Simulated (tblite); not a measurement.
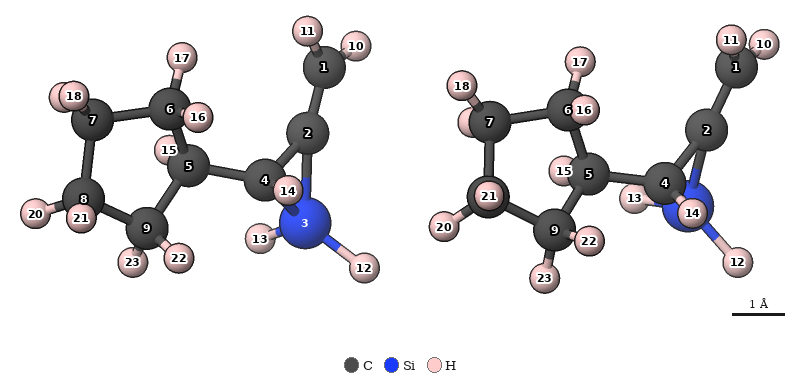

Two geometries of C8H14Si, drawn at one scale. One is the start of a relaxation, the other its converged end. The picture is a ball-and-stick view, seen at a tilt.

The calculation used tblite 0.8.0, GFN2-xTB geometry optimisation, gas phase. 

Which geometry has the lower energy?

Answer. The left one is the relaxed one. Over 133 geometry steps the energy falls by 16.8 kcal/mol. The largest move after the best rigid fit is that of an H atom, 0.94 Å. Largest moves by element: H 0.94 Å, Si 0.53 Å, C 0.42 Å. Near-neighbour distances that change, for instance: C–C 1.358 → 1.314 Å, C–C 1.496 → 1.536 Å, C–H 1.129 → 1.091 Å, C–H 1.111 → 1.089 Å. Among the angles between lasting bonds that change: Si–C–C 111.3° → 122.2°, C–C–H 118.1° → 111.8°, H–C–H 114.0° → 108.1°. Groups turn about C–C by about 30°.
